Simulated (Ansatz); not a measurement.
## A ladder of methods for SiH2Cl− (SMILES [SiH2-]Cl)

SiH2Cl−: 4 atoms, total charge -1, spin state singlet. As SMILES, `[SiH2-]Cl`. The coordinates come from a GFN2-xTB relaxation.

```xyz
4

Si   -0.4879    0.4312    0.2539
Cl    1.6721   -0.1225    0.7745
H    -0.9711   -0.9776    0.1654
H    -0.2132    0.6688   -1.1938
```

Quantity: the energy change with the Si1–H4 bond stretched from 1.493 to 2.985 Å, in eV. The values are calculated.

```csv
level,kind,program,value (eV),less FCI/STO-3G
HF/STO-3G (restricted),Hartree–Fock,Ansatz,6.11,+1.85
SVWN5/STO-3G (restricted),LDA,Ansatz,4.35,+0.09
PBE/STO-3G (restricted),GGA,Ansatz,4.07,-0.19
PBE0/STO-3G (restricted),global hybrid,Ansatz,4.75,+0.49
HSE06/STO-3G (restricted),range-separated hybrid,Ansatz,4.72,+0.46
B2PLYP/STO-3G (restricted),double hybrid,Ansatz,4.64,+0.38
MP2/STO-3G (restricted),perturbation theory,Ansatz,5.12,+0.86
CCSD/STO-3G (restricted),coupled cluster or CI,Ansatz,4.29,+0.03
FCI/STO-3G,exact in the basis,Ansatz,4.26,0.00
```

FCI/STO-3G is exact within its basis and frozen core, so for wave-function methods in that basis the difference is their error; functionals converge differently with the basis, so for them it is only a difference. Spin-restricted single references rise too steeply as a bond breaks, Hartree–Fock most of all. Sets without diffuse functions describe the anion poorly. The first shape isn't each level's own minimum. The values span 4.07 to 6.11 eV. All rows use very small basis sets, so even the best lies far from the true value.

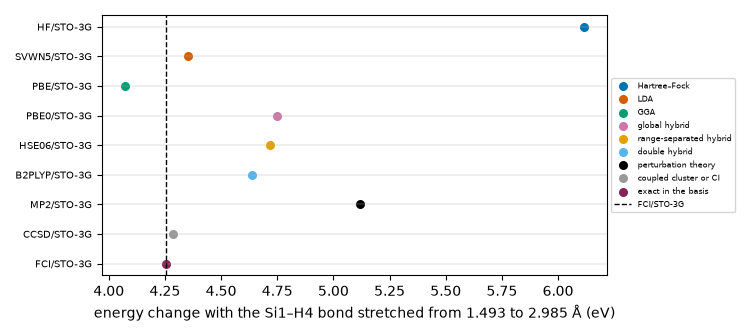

The values of the table, level by level.
